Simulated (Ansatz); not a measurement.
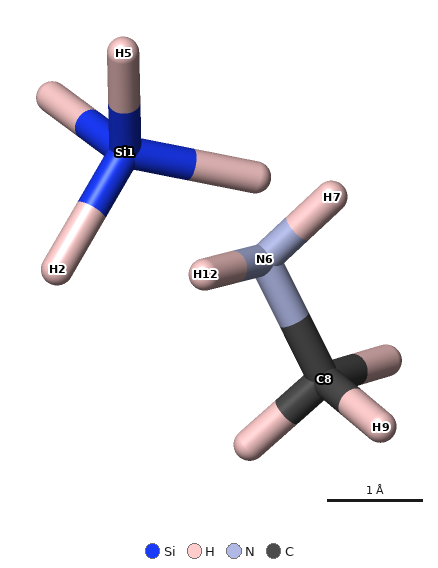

Fig. 1: The starting structure (stick view, seen at a tilt; atoms are numbered from 1 in the order of the input).

**Nudged elastic band of CH$_{9}$NSi (part 1 of 2)**

System: CH$_{9}$NSi.
Method: RKS B3LYP-D4/6-31G* (Ansatz 0.2.0).

The run did not end well. One setting was made poor on purpose. It belongs to a series of runs on one base structure; here: band between the two ends.

## Input file
```yaml
crystal:
  periodic: [false, false, false]
  atoms:
    - { symbol: Si, position_ang: [0.292689, 0.079986, -0.158204] }
    - { symbol: H, position_ang: [0.617177, 0.065056, 1.290824] }
    - { symbol: H, position_ang: [1.597291, 0.297168, -0.866235] }
    - { symbol: H, position_ang: [-0.569725, 1.226746, -0.540627] }
    - { symbol: H, position_ang: [-0.222477, -1.223044, -0.648983] }
    - { symbol: "N", position_ang: [-2.157976, -0.268426, 1.208375] }
    - { symbol: H, position_ang: [-2.893088, -0.502789, 0.543968] }
    - { symbol: C, position_ang: [-2.511062, 0.944076, 1.953239] }
    - { symbol: H, position_ang: [-3.460397, 0.889265, 2.508595] }
    - { symbol: H, position_ang: [-1.710906, 1.167249, 2.665099] }
    - { symbol: H, position_ang: [-2.570725, 1.784229, 1.254999] }
    - { symbol: H, position_ang: [-2.078701, -1.062018, 1.841352] }
basis:
  gaussian: { orbitals: "6-31G*" }
hamiltonian:
  xc: b3lyp
  dispersion: d4
neb:
  order_check: false
  images: 9
  f_tol: 0.05
  max_iterations: 60
  max_displacement: 0.5
  optimiser: lbfgs
  final_atoms:
    - { symbol: Si, position_ang: [-0.45670759, 0.38871943, -0.49575538] }
    - { symbol: H, position_ang: [-0.36316306, -1.23231465, 3.58882112] }
    - { symbol: H, position_ang: [0.29995418, -0.8458778, -0.833726] }
    - { symbol: H, position_ang: [0.45266744, 1.44308899, 0.0292274] }
    - { symbol: H, position_ang: [-1.04565685, 0.92451807, -1.76494609] }
    - { symbol: "N", position_ang: [-1.5888642, -0.02872832, 0.75117696] }
    - { symbol: H, position_ang: [-2.02645065, -0.94058401, 0.67695535] }
    - { symbol: C, position_ang: [-2.44416836, 0.95742758, 1.40490793] }
    - { symbol: H, position_ang: [-2.77893734, 0.58730862, 2.38100144] }
    - { symbol: H, position_ang: [-1.86812148, 1.87163127, 1.58558893] }
    - { symbol: H, position_ang: [-3.3345166, 1.23403463, 0.81889055] }
    - { symbol: H, position_ang: [-0.51393548, -0.96172583, 2.91025979] }
  initial_path:
    images:
      - { positions_ang: [[0.292689, 0.079986, -0.158204], [0.617177, 0.065056, 1.290824], [1.597291, 0.297168, -0.866235], [-0.569725, 1.226746, -0.540627], [-0.222477, -1.223044, -0.648983], [-2.157976, -0.268426, 1.208375], [-2.893088, -0.502789, 0.543968], [-2.511062, 0.944076, 1.953239], [-3.460397, 0.889265, 2.508595], [-1.710906, 1.167249, 2.665099], [-2.570725, 1.784229, 1.254999], [-2.078701, -1.062018, 1.841352]] }
      - { positions_ang: [[0.23281066, 0.06079837, -0.12744815], [0.48966022, 0.03273728, 1.3934049], [1.55231689, 0.22674368, -0.7894694], [-0.58336257, 1.22640657, -0.52062094], [-0.32641627, -1.20904982, -0.62866132], [-2.13069674, -0.20615987, 1.09712202], [-2.86724067, -0.50415755, 0.46218686], [-2.48674199, 0.9252719, 1.9274626], [-3.35427545, 0.75435741, 2.5182414], [-1.66298798, 1.18546908, 2.59127281], [-2.66564911, 1.76484932, 1.30534808], [-1.86531699, -0.85976838, 1.82356314]] }
      - { positions_ang: [[0.17293233, 0.04161074, -0.09669231], [0.36214343, 0.00041857, 1.49598579], [1.50734277, 0.15631937, -0.7127038], [-0.59700014, 1.22606714, -0.50061487], [-0.43035554, -1.19505564, -0.60833963], [-2.10341747, -0.14389373, 0.98586904], [-2.84139333, -0.5055261, 0.38040572], [-2.46242199, 0.9064678, 1.9016862], [-3.2481539, 0.61944983, 2.5278878], [-1.61506996, 1.20368915, 2.51744661], [-2.76057323, 1.74546965, 1.35569717], [-1.65193297, -0.65751877, 1.80577428]] }
      - { positions_ang: [[0.11305399, 0.02242311, -0.06593646], [0.23462665, -0.03190015, 1.59856669], [1.46236866, 0.08589505, -0.6359382], [-0.61063771, 1.22572771, -0.48060881], [-0.53429481, -1.18106147, -0.58801795], [-2.07613821, -0.0816276, 0.87461605], [-2.815546, -0.50689465, 0.29862458], [-2.43810198, 0.88766371, 1.8759098], [-3.14203236, 0.48454224, 2.5375342], [-1.56715194, 1.22190923, 2.44362042], [-2.85549734, 1.72608997, 1.40604625], [-1.43854896, -0.45526915, 1.78798543]] }
      - { positions_ang: [[0.05317566, 0.00323548, -0.03518062], [0.10710987, -0.06421887, 1.70114758], [1.41739455, 0.01547074, -0.5591726], [-0.62427527, 1.22538828, -0.46060274], [-0.63823409, -1.16706729, -0.56769626], [-2.04885895, -0.01936146, 0.76336307], [-2.78969866, -0.50826319, 0.21684343], [-2.41378197, 0.86885961, 1.8501334], [-3.03591081, 0.34963465, 2.54718059], [-1.51923392, 1.2401293, 2.36979423], [-2.95042146, 1.70671029, 1.45639534], [-1.22516494, -0.25301954, 1.77019657]] }
      - { positions_ang: [[-0.00670268, -0.01595215, -0.00442477], [-0.02040692, -0.09653759, 1.80372848], [1.37242044, -0.05495358, -0.482407], [-0.63791284, 1.22504885, -0.44059668], [-0.74217336, -1.15307311, -0.54737458], [-2.02157968, 0.04290467, 0.65211009], [-2.76385133, -0.50963174, 0.13506229], [-2.38946197, 0.85005551, 1.824357], [-2.92978926, 0.21472706, 2.55682699], [-1.4713159, 1.25834938, 2.29596804], [-3.04534557, 1.68733062, 1.50674442], [-1.01178093, -0.05076992, 1.75240771]] }
      - { positions_ang: [[-0.09670366, 0.06498216, -0.10269089], [-0.08895815, -0.323693, 2.16074701], [1.15792718, -0.21313842, -0.5526708], [-0.41979679, 1.26865688, -0.34663186], [-0.80287006, -0.73755487, -0.79088888], [-1.93503659, 0.02857807, 0.67192346], [-2.61637119, -0.5958222, 0.2434409], [-2.40040324, 0.87152992, 1.74046718], [-2.89961888, 0.28924337, 2.52166188], [-1.55067702, 1.38100576, 2.15389221], [-3.10317978, 1.59667142, 1.36917365], [-0.91221184, -0.2329611, 1.98397813]] }
      - { positions_ang: [[-0.18670464, 0.14591648, -0.20095701], [-0.15750937, -0.55084841, 2.51776554], [0.94343393, -0.37132327, -0.6229346], [-0.20168073, 1.31226491, -0.25266705], [-0.86356675, -0.32203664, -1.03440318], [-1.84849349, 0.01425148, 0.69173684], [-2.46889106, -0.68201265, 0.35181951], [-2.41134452, 0.89300434, 1.65657737], [-2.86944849, 0.36375969, 2.48649677], [-1.63003814, 1.50366213, 2.01181639], [-3.16101398, 1.50601222, 1.23160287], [-0.81264275, -0.41515228, 2.21554854]] }
      - { positions_ang: [[-0.27670563, 0.2268508, -0.29922314], [-0.2260606, -0.77800382, 2.87478407], [0.72894068, -0.52950811, -0.6931984], [0.01643533, 1.35587294, -0.15870223], [-0.92426345, 0.0934816, -1.27791748], [-1.76195039, -7.512e-05, 0.71155021], [-2.32141092, -0.7682031, 0.46019813], [-2.4222858, 0.91447875, 1.57268755], [-2.83927811, 0.438276, 2.45133166], [-1.70939925, 1.62631851, 1.86974057], [-3.21884819, 1.41535302, 1.0940321], [-0.71307366, -0.59734346, 2.44711896]] }
      - { positions_ang: [[-0.36670661, 0.30778511, -0.39748926], [-0.29461183, -1.00515924, 3.2318026], [0.51444743, -0.68769295, -0.7634622], [0.23455138, 1.39948097, -0.06473742], [-0.98496015, 0.50899984, -1.52143178], [-1.6754073, -0.01440172, 0.73136359], [-2.17393078, -0.85439355, 0.56857674], [-2.43322708, 0.93595317, 1.48879774], [-2.80910772, 0.51279231, 2.41616655], [-1.78876037, 1.74897489, 1.72766475], [-3.27668239, 1.32469383, 0.95646132], [-0.61350457, -0.77953464, 2.67868938]] }
      - { positions_ang: [[-0.45670759, 0.38871943, -0.49575538], [-0.36316306, -1.23231465, 3.58882112], [0.29995418, -0.8458778, -0.833726], [0.45266744, 1.44308899, 0.0292274], [-1.04565685, 0.92451807, -1.76494609], [-1.5888642, -0.02872832, 0.75117696], [-2.02645065, -0.94058401, 0.67695535], [-2.44416836, 0.95742758, 1.40490793], [-2.77893734, 0.58730862, 2.38100144], [-1.86812148, 1.87163127, 1.58558893], [-3.3345166, 1.23403463, 0.81889055], [-0.51393548, -0.96172583, 2.91025979]] }
```

Command:
```bash
ansatz run input.yaml --threads 1 --pin off --max-ram 2048MiB --backend cpu --events-out ev --progress --plain --runs-dir out
```

## What the program printed
```
Engine: ansatz 0.2.0, aarch64-unknown-linux-gnu
Functional definition: B3LYP
  parameter a0 = 0.2
  parameter ax = 0.72
  parameter ac = 0.81
  exchange = (1 - a0 - ax)*slater_x + ax*b88_x + a0*exact_x
  correlation = (1 - ac)*vwn_rpa_c + ac*lyp_c
807 factors; integrals over basis functions are off by at most 7.8e-4 eV
mean field evaluation 1: about -10545.7718 eV, gradient 4.9e1 eV
mean field evaluation 2: about -10541.4323 eV, gradient 6.5e1 eV
mean field evaluation 4: about -10550.9472 eV, gradient 2.6e0 eV
mean field evaluation 8: about -10550.9742 eV, gradient 5.8e-2 eV
mean field -10550.97420139 eV, -387.7411501939 hartree, gradient 4.1e-5 eV, S^2 0.000000; 0 other end points of the search recorded, 0 dependent functions left out
the calculation of the forces begins
reference -10550.97443356 eV, -387.7411587260 hartree; 18, 18 occupied and 49, 49 virtual orbitals, 807 factors
808 factors; integrals over basis functions are off by at most 8.2e-4 eV
mean field evaluation 16: about -10545.2386 eV, gradient 5.2e1 eV
mean field -10551.02416793 eV, -387.7429864305 hartree, gradient 2.0e-5 eV, S^2 0.000000; 0 other end points of the search recorded, 0 dependent functions left out
[... from here on the field's lines of each further geometry are left out, up to the last ...]
NEB iter   1: max|band force component| = 1.245e1 eV/Å  barrier→ = 5.9933 eV  barrier← = 6.0572 eV  Δτ_max = 0.1800 Å  (263 SCF iters)
NEB iter   2: max|band force component| = 3.517e0 eV/Å  barrier→ = 4.8342 eV  barrier← = 4.8981 eV  Δτ_max = 0.0860 Å  (239 SCF iters)
NEB iter   3: max|band force component| = 3.225e0 eV/Å  barrier→ = 4.3475 eV  barrier← = 4.4114 eV  Δτ_max = 0.2031 Å  (227 SCF iters)
NEB iter   4: max|band force component| = 3.013e0 eV/Å  barrier→ = 3.3379 eV  barrier← = 3.4018 eV  Δτ_max = 0.1429 Å  (237 SCF iters)
NEB iter   5: max|band force component| = 4.597e0 eV/Å  barrier→ = 2.9631 eV  barrier← = 3.0270 eV  Δτ_max = 0.0887 Å  (235 SCF iters)
NEB iter   6: max|band force component| = 2.274e0 eV/Å  barrier→ = 2.8788 eV  barrier← = 2.9427 eV  Δτ_max = 0.0236 Å  (217 SCF iters)
NEB iter   7: max|band force component| = 1.803e0 eV/Å  barrier→ = 2.8379 eV  barrier← = 2.9018 eV  Δτ_max = 0.1309 Å  (214 SCF iters)
NEB iter   8: max|band force component| = 2.220e0 eV/Å  barrier→ = 2.6770 eV  barrier← = 2.7409 eV  Δτ_max = 0.0454 Å  (218 SCF iters)
NEB iter   9: max|band force component| = 1.394e0 eV/Å  barrier→ = 2.6370 eV  barrier← = 2.7008 eV  Δτ_max = 0.0110 Å  (207 SCF iters)
NEB iter  10: max|band force component| = 7.913e-1 eV/Å  barrier→ = 2.6088 eV  barrier← = 2.6727 eV  Δτ_max = 0.1079 Å  (195 SCF iters)
NEB iter  11: max|band force component| = 1.754e0 eV/Å  barrier→ = 2.3692 eV  barrier← = 2.4331 eV  Δτ_max = 0.0291 Å  (209 SCF iters)
NEB iter  12: max|band force component| = 8.389e-1 eV/Å  barrier→ = 2.3254 eV  barrier← = 2.3893 eV  Δτ_max = 0.0179 Å  (210 SCF iters)
NEB iter  13: max|band force component| = 6.703e-1 eV/Å  barrier→ = 2.2819 eV  barrier← = 2.3458 eV  Δτ_max = 0.0665 Å  (206 SCF iters)
NEB iter  14: max|band force component| = 9.327e-1 eV/Å  barrier→ = 2.1325 eV  barrier← = 2.1964 eV  Δτ_max = 0.0153 Å  (216 SCF iters)
NEB iter  15: max|band force component| = 1.340e0 eV/Å  barrier→ = 2.0998 eV  barrier← = 2.1637 eV  CI = image 5  Δτ_max = 0.0222 Å  (204 SCF iters)
NEB iter  16: max|band force component| = 1.217e0 eV/Å  barrier→ = 2.1691 eV  barrier← = 2.2330 eV  CI = image 5  Δτ_max = 0.1602 Å  (196 SCF iters)
NEB iter  17: max|band force component| = 1.184e0 eV/Å  barrier→ = 2.5276 eV  barrier← = 2.5915 eV  CI = image 5  Δτ_max = 0.0631 Å  (218 SCF iters)
NEB iter  18: max|band force component| = 9.742e-1 eV/Å  barrier→ = 2.4563 eV  barrier← = 2.5202 eV  CI = image 5  Δτ_max = 0.0678 Å  (211 SCF iters)
NEB iter  19: max|band force component| = 1.558e0 eV/Å  barrier→ = 2.3340 eV  barrier← = 2.3979 eV  CI = image 5  Δτ_max = 0.0230 Å  (216 SCF iters)
NEB iter  20: max|band force component| = 1.097e0 eV/Å  barrier→ = 2.3310 eV  barrier← = 2.3949 eV  CI = image 5  Δτ_max = 0.0271 Å  (207 SCF iters)
NEB iter  21: max|band force component| = 8.828e-1 eV/Å  barrier→ = 2.3497 eV  barrier← = 2.4136 eV  CI = image 5  Δτ_max = 0.0846 Å  (194 SCF iters)
NEB iter  22: max|band force component| = 8.275e-1 eV/Å  barrier→ = 2.4137 eV  barrier← = 2.4775 eV  CI = image 5  Δτ_max = 0.0866 Å  (212 SCF iters)
NEB iter  23: max|band force component| = 1.867e0 eV/Å  barrier→ = 2.3975 eV  barrier← = 2.4614 eV  CI = image 5  Δτ_max = 0.0303 Å  (211 SCF iters)
NEB iter  24: max|band force component| = 5.621e-1 eV/Å  barrier→ = 2.3809 eV  barrier← = 2.4448 eV  CI = image 5  Δτ_max = 0.0097 Å  (205 SCF iters)
NEB iter  25: max|band force component| = 4.793e-1 eV/Å  barrier→ = 2.3747 eV  barrier← = 2.4386 eV  CI = image 5  Δτ_max = 0.0625 Å  (187 SCF iters)
NEB iter  26: max|band force component| = 5.084e-1 eV/Å  barrier→ = 2.3712 eV  barrier← = 2.4351 eV  CI = image 5  Δτ_max = 0.0077 Å  (206 SCF iters)
NEB iter  27: max|band force component| = 2.453e-1 eV/Å  barrier→ = 2.3671 eV  barrier← = 2.4310 eV  CI = image 5  Δτ_max = 0.0119 Å  (188 SCF iters)
NEB iter  28: max|band force component| = 4.214e-1 eV/Å  barrier→ = 2.3636 eV  barrier← = 2.4275 eV  CI = image 5  Δτ_max = 0.0063 Å  (190 SCF iters)
NEB iter  29: max|band force component| = 1.889e-1 eV/Å  barrier→ = 2.3617 eV  barrier← = 2.4256 eV  CI = image 5  Δτ_max = 0.0077 Å  (181 SCF iters)
NEB iter  30: max|band force component| = 4.796e-1 eV/Å  barrier→ = 2.3585 eV  barrier← = 2.4224 eV  CI = image 5  Δτ_max = 0.0070 Å  (184 SCF iters)
NEB iter  31: max|band force component| = 1.910e-1 eV/Å  barrier→ = 2.3565 eV  barrier← = 2.4204 eV  CI = image 5  Δτ_max = 0.0055 Å  (181 SCF iters)
NEB iter  32: max|band force component| = 3.943e-1 eV/Å  barrier→ = 2.3539 eV  barrier← = 2.4178 eV  CI = image 5  Δτ_max = 0.0058 Å  (169 SCF iters)
NEB iter  33: max|band force component| = 1.889e-1 eV/Å  barrier→ = 2.3521 eV  barrier← = 2.4160 eV  CI = image 5  Δτ_max = 0.0061 Å  (172 SCF iters)
NEB iter  34: max|band force component| = 4.620e-1 eV/Å  barrier→ = 2.3491 eV  barrier← = 2.4130 eV  CI = image 5  Δτ_max = 0.0067 Å  (177 SCF iters)
NEB iter  35: max|band force component| = 1.898e-1 eV/Å  barrier→ = 2.3473 eV  barrier← = 2.4112 eV  CI = image 5  Δτ_max = 0.0049 Å  (176 SCF iters)
NEB iter  36: max|band force component| = 3.825e-1 eV/Å  barrier→ = 2.3448 eV  barrier← = 2.4087 eV  CI = image 5  Δτ_max = 0.0056 Å  (166 SCF iters)
NEB iter  37: max|band force component| = 1.878e-1 eV/Å  barrier→ = 2.3431 eV  barrier← = 2.4070 eV  CI = image 5  Δτ_max = 0.0057 Å  (171 SCF iters)
NEB iter  38: max|band force component| = 4.532e-1 eV/Å  barrier→ = 2.3403 eV  barrier← = 2.4042 eV  CI = image 5  Δτ_max = 0.0065 Å  (177 SCF iters)
NEB iter  39: max|band force component| = 1.877e-1 eV/Å  barrier→ = 2.3386 eV  barrier← = 2.4025 eV  CI = image 5  Δτ_max = 0.0048 Å  (174 SCF iters)
NEB iter  40: max|band force component| = 3.749e-1 eV/Å  barrier→ = 2.3363 eV  barrier← = 2.4002 eV  CI = image 5  Δτ_max = 0.0055 Å  (166 SCF iters)
NEB iter  41: max|band force component| = 1.857e-1 eV/Å  barrier→ = 2.3347 eV  barrier← = 2.3986 eV  CI = image 5  Δτ_max = 0.0057 Å  (173 SCF iters)
NEB iter  42: max|band force component| = 4.452e-1 eV/Å  barrier→ = 2.3320 eV  barrier← = 2.3959 eV  CI = image 5  Δτ_max = 0.0064 Å  (172 SCF iters)
NEB iter  43: max|band force component| = 1.852e-1 eV/Å  barrier→ = 2.3304 eV  barrier← = 2.3943 eV  CI = image 5  Δτ_max = 0.0048 Å  (173 SCF iters)
NEB iter  44: max|band force component| = 3.686e-1 eV/Å  barrier→ = 2.3281 eV  barrier← = 2.3920 eV  CI = image 5  Δτ_max = 0.0054 Å  (163 SCF iters)
NEB iter  45: max|band force component| = 1.831e-1 eV/Å  barrier→ = 2.3266 eV  barrier← = 2.3905 eV  CI = image 5  Δτ_max = 0.0056 Å  (171 SCF iters)
NEB iter  46: max|band force component| = 4.371e-1 eV/Å  barrier→ = 2.3240 eV  barrier← = 2.3879 eV  CI = image 5  Δτ_max = 0.0063 Å  (170 SCF iters)
NEB iter  47: max|band force component| = 1.824e-1 eV/Å  barrier→ = 2.3224 eV  barrier← = 2.3863 eV  CI = image 5  Δτ_max = 0.0047 Å  (175 SCF iters)
NEB iter  48: max|band force component| = 3.630e-1 eV/Å  barrier→ = 2.3203 eV  barrier← = 2.3841 eV  CI = image 5  Δτ_max = 0.0053 Å  (163 SCF iters)
NEB iter  49: max|band force component| = 1.805e-1 eV/Å  barrier→ = 2.3187 eV  barrier← = 2.3826 eV  CI = image 5  Δτ_max = 0.0055 Å  (172 SCF iters)
NEB iter  50: max|band force component| = 4.294e-1 eV/Å  barrier→ = 2.3163 eV  barrier← = 2.3802 eV  CI = image 5  Δτ_max = 0.0061 Å  (170 SCF iters)
NEB iter  51: max|band force component| = 1.797e-1 eV/Å  barrier→ = 2.3147 eV  barrier← = 2.3786 eV  CI = image 5  Δτ_max = 0.0047 Å  (174 SCF iters)
NEB iter  52: max|band force component| = 3.580e-1 eV/Å  barrier→ = 2.3126 eV  barrier← = 2.3765 eV  CI = image 5  Δτ_max = 0.0052 Å  (165 SCF iters)
NEB iter  53: max|band force component| = 1.779e-1 eV/Å  barrier→ = 2.3111 eV  barrier← = 2.3750 eV  CI = image 5  Δτ_max = 0.0054 Å  (172 SCF iters)
NEB iter  54: max|band force component| = 4.221e-1 eV/Å  barrier→ = 2.3087 eV  barrier← = 2.3726 eV  CI = image 5  Δτ_max = 0.0060 Å  (171 SCF iters)
NEB iter  55: max|band force component| = 1.772e-1 eV/Å  barrier→ = 2.3072 eV  barrier← = 2.3711 eV  CI = image 5  Δτ_max = 0.0047 Å  (169 SCF iters)
NEB iter  56: max|band force component| = 3.535e-1 eV/Å  barrier→ = 2.3052 eV  barrier← = 2.3690 eV  CI = image 5  Δτ_max = 0.0051 Å  (166 SCF iters)
NEB iter  57: max|band force component| = 1.755e-1 eV/Å  barrier→ = 2.3037 eV  barrier← = 2.3676 eV  CI = image 5  Δτ_max = 0.0053 Å  (171 SCF iters)
NEB iter  58: max|band force component| = 4.154e-1 eV/Å  barrier→ = 2.3014 eV  barrier← = 2.3653 eV  CI = image 5  Δτ_max = 0.0059 Å  (171 SCF iters)
NEB iter  59: max|band force component| = 1.748e-1 eV/Å  barrier→ = 2.2999 eV  barrier← = 2.3638 eV  CI = image 5  Δτ_max = 0.0047 Å  (170 SCF iters)
the calculation of the forces begins
reference -10550.91470629 eV, -387.7389637893 hartree; 18, 18 occupied and 49, 49 virtual orbitals, 808 factors
these checks for a lower state are left out or cut short: starts, cluster_reference, orbital_swaps, neighbouring_geometries, increment
807 factors; integrals over basis functions are off by at most 7.7e-4 eV
mean field -10550.97531573 eV, -387.7411911450 hartree, gradient 2.5e-5 eV, S^2 0.000000; 0 other end points of the search recorded, 0 dependent functions left out
the calculation of the forces begins
reference -10550.97555566 eV, -387.7411999623 hartree; 18, 18 occupied and 49, 49 virtual orbitals, 807 factors
NEB iter  60: max|band force component| = 3.495e-1 eV/Å  barrier→ = 2.2979 eV  barrier← = 2.3618 eV  CI = image 5  Δτ_max = 0.0051 Å  (166 SCF iters)
```

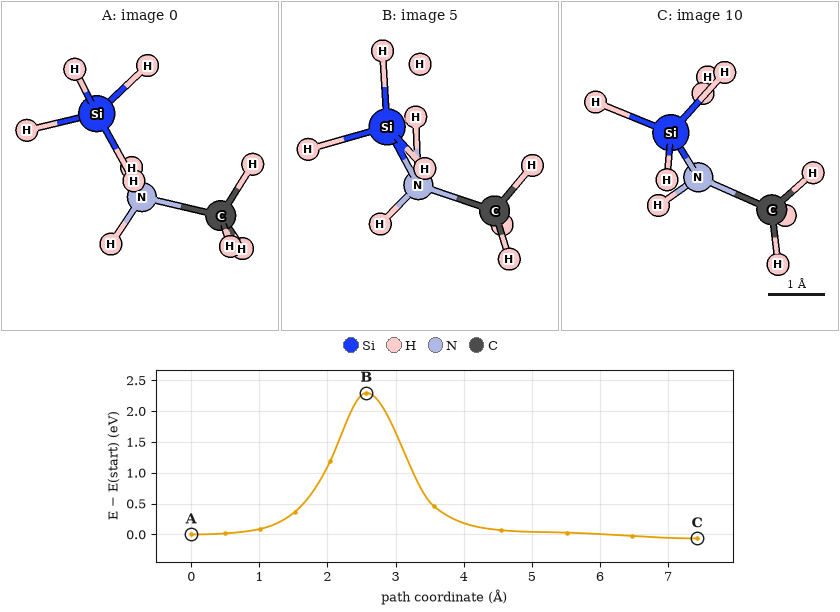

Fig. 2: Images of the last band (counted from 0; ball-and-stick, seen at a tilt) above the energy along the path; the line is a cubic interpolation that uses the forces. The highest image is number 5, 2.298 eV above the start and 2.362 eV above the end (the climbing image); the end lies 0.064 eV below the start. The path is 7.43 Å long. The band had not converged after 60 iterations.
